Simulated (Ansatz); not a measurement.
**InHF₂ (SMILES [F][InH][F]): functionals against CCSD(T) at one geometry**

How do the functionals fare away from a minimum? The structure is a structure displaced at random from a GFN2-xTB minimum.

The runs use Ansatz 0.2.0, Gaussian basis; single points in def2-TZVPP.

Correlated methods freeze the cores. Filled d shells of the heavier atoms are correlated. Core potentials replace the inner electrons past krypton, and spin-orbit coupling is left out.

## Step 1: The system as given

SMILES `[F][InH][F]`, 4 atoms, charge 0, spin multiplicity 1.

Atoms are counted from 1 here; the program's logs count them from 0.

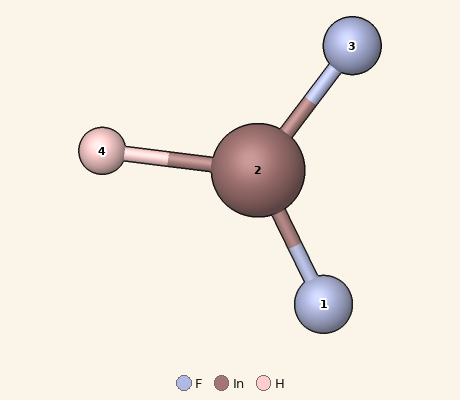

The starting geometry (fluorine light blue, indium brown, hydrogen pink); atoms are numbered from 1 in the order of the file.

As a file:

```xyz
4
F2HIn
F    -1.7386   -0.7373    0.1906
In   -0.0263   -0.0176    0.0208
F     1.4369   -1.0492    0.7661
H     0.3472    1.5209   -1.1239
```

## Step 2: CCSD(T)/def2-TZVPP

The input, run/in.yaml:

```yaml
crystal:
  periodic: [false, false, false]
  atoms:
    - {symbol: F, position_ang: [-1.738600, -0.737300, 0.190600]}
    - {symbol: In, position_ang: [-0.026300, -0.017600, 0.020800]}
    - {symbol: F, position_ang: [1.436900, -1.049200, 0.766100]}
    - {symbol: H, position_ang: [0.347200, 1.520900, -1.123900]}
basis:
  gaussian: {orbitals: def2-TZVPP}
correlation: {method: ccsd_t}
output: {forces: true}
```

No record of the launch command was kept for these runs.

## Step 3: PBE0-D4/def2-TZVPP

Edit run/in.yaml of step 2 so:

```diff
@@ -9,3 +9,3 @@
   gaussian: {orbitals: def2-TZVPP}
-correlation: {method: ccsd_t}
-output: {forces: true}
+hamiltonian: {xc: pbe0, dispersion: d4}
+output: {forces: true, orbitals: {seedname: orbitals}}
```

## Step 4: wB97M-V/def2-TZVPP

Edit run/in.yaml of step 3 so:

```diff
@@ -9,3 +9,3 @@
   gaussian: {orbitals: def2-TZVPP}
-hamiltonian: {xc: pbe0, dispersion: d4}
-output: {forces: true, orbitals: {seedname: orbitals}}
+hamiltonian: {xc: {name: wB97M-V}}
+output: {forces: true}
```

## Step 5: r2SCAN-D4/def2-TZVPP

Edit run/in.yaml of step 4 so:

```diff
@@ -9,3 +9,3 @@
   gaussian: {orbitals: def2-TZVPP}
-hamiltonian: {xc: {name: wB97M-V}}
+hamiltonian: {xc: r2scan, dispersion: d4}
 output: {forces: true}
```

## Step 6: PBE-D4/def2-TZVPP

Edit run/in.yaml of step 5 so:

```diff
@@ -9,3 +9,3 @@
   gaussian: {orbitals: def2-TZVPP}
-hamiltonian: {xc: r2scan, dispersion: d4}
+hamiltonian: {xc: pbe, dispersion: d4}
 output: {forces: true}
```

## Step 7: BLYP-D4/def2-TZVPP

Edit run/in.yaml of step 6 so:

```diff
@@ -9,3 +9,3 @@
   gaussian: {orbitals: def2-TZVPP}
-hamiltonian: {xc: pbe, dispersion: d4}
+hamiltonian: {xc: {name: BLYP}, dispersion: d4}
 output: {forces: true}
```

## Step 8: HSE06-D4/def2-TZVPP

Edit run/in.yaml of step 7 so:

```diff
@@ -9,3 +9,3 @@
   gaussian: {orbitals: def2-TZVPP}
-hamiltonian: {xc: {name: BLYP}, dispersion: d4}
+hamiltonian: {xc: hse06, dispersion: d4}
 output: {forces: true}
```

(Steps that only read results are left out.)

Before running it: what results should come out? Wanted: energy less free atoms, CCSD(T)/def2-TZVPP; RMS force component; RMS force error; HOMO and LUMO, PBE0-D4; T1 diagnostic.

As calculated:

| quantity | value |
| --- | --- |
| energy less free atoms, CCSD(T)/def2-TZVPP | -10.539 eV |
| RMS force component | 1.322 to 1.538 eV/Å over the methods |
| RMS force error | PBE0-D4 0.028, wB97M-V 0.065, r2SCAN-D4 0.061, PBE-D4 0.275, BLYP-D4 0.415, HSE06-D4 0.030 eV/Å |
| HOMO and LUMO, PBE0-D4 | -9.42 and -2.56 eV |
| T1 diagnostic | 0.018 |

**Reading.** Against CCSD(T) the functionals' energies less atoms differ by -0.523 to +0.029 eV, PBE-D4 by -0.523 eV. CCSD(T) in triple zeta still lacks some correlation energy of the bonds, so part of these gaps is its own basis error and they don't rank the functionals. The forces of PBE0-D4 come nearest to CCSD(T), those of BLYP-D4 are farthest. Frozen-core CCSD(T) forces in triple zeta carry basis errors of their own, and this is one geometry, so small gaps rank nothing.
